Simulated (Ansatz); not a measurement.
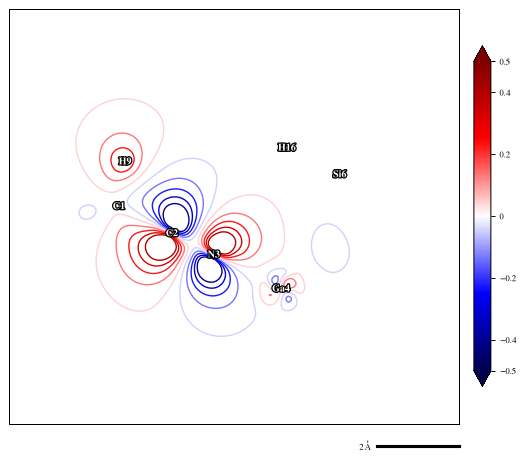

Figure. C$_{3}$H$_{10}$GaNSi (SMILES CC#[N+][GaH2-][CH2][SiH3]). The LUMO on the plane of atoms C2, C1 and H9 (values in Å⁻³ᐟ²; the overall sign is arbitrary).

Level of theory: SCF PBE0, Gaussian basis in Ansatz 0.2.0.

```yaml
atoms:
  - { symbol: C, position_ang: [3.2915, 0.6900, -0.3699] }
  - { symbol: C, position_ang: [2.0590, 0.0129, 0.0319] }
  - { symbol: N, position_ang: [1.0833, -0.5217, 0.3492] }
  - { symbol: Ga, position_ang: [-0.4984, -1.3761, 0.8565] }
  - { symbol: C, position_ang: [-1.9822, -0.7885, -0.3460] }
  - { symbol: Si, position_ang: [-2.1918, 1.0624, -0.2207] }
  - { symbol: H, position_ang: [3.8432, 0.0551, -1.0932] }
  - { symbol: H, position_ang: [3.9240, 0.8678, 0.5240] }
  - { symbol: H, position_ang: [3.0416, 1.6608, -0.8452] }
  - { symbol: H, position_ang: [-0.3106, -2.9703, 0.7361] }
  - { symbol: H, position_ang: [-0.8560, -0.9837, 2.3765] }
  - { symbol: H, position_ang: [-1.7389, -1.0627, -1.3929] }
  - { symbol: H, position_ang: [-2.9242, -1.2886, -0.0412] }
  - { symbol: H, position_ang: [-2.5097, 1.4268, 1.1679] }
  - { symbol: H, position_ang: [-3.2866, 1.4902, -1.1038] }
  - { symbol: H, position_ang: [-0.9444, 1.7256, -0.6293] }
```

What is the character of this orbital?

Answer. Its weight (Hirshfeld) is mainly on C2 (about 40 %), N3 (about 30 %) and C1 (about 10 %); π-antibonding (π*) across C2–N3. Its energy is −1.25 eV.
